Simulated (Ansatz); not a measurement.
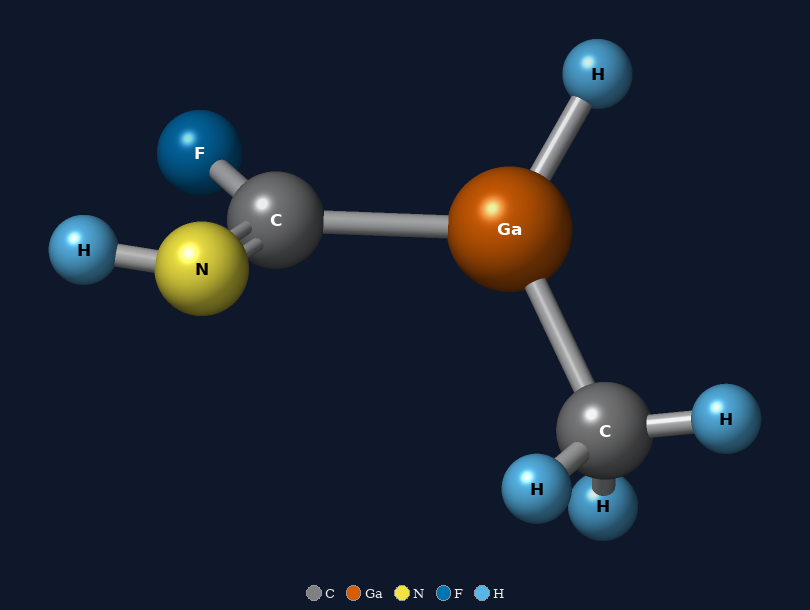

The computed structure is the end point of a PBE0-D4/def2-TZVP optimisation. Program: Ansatz 0.2.0.

Tabulate dipole (D), vertical IP (eV), HOMO energy (eV) at these levels: B3LYP-D4/def2-TZVPP; PBE-D4/def2-TZVPP; r2SCAN-D4/def2-TZVPP; ωB97M-V/def2-TZVPP.

```csv
level,dipole (D),vertical IP (eV),HOMO energy (eV)
B3LYP-D4/def2-TZVPP,1.17,10.17,−7.84
PBE-D4/def2-TZVPP,1.07,9.79,−6.65
r2SCAN-D4/def2-TZVPP,1.12,9.95,−6.97
ωB97M-V/def2-TZVPP,1.17,10.43,−10.34
```
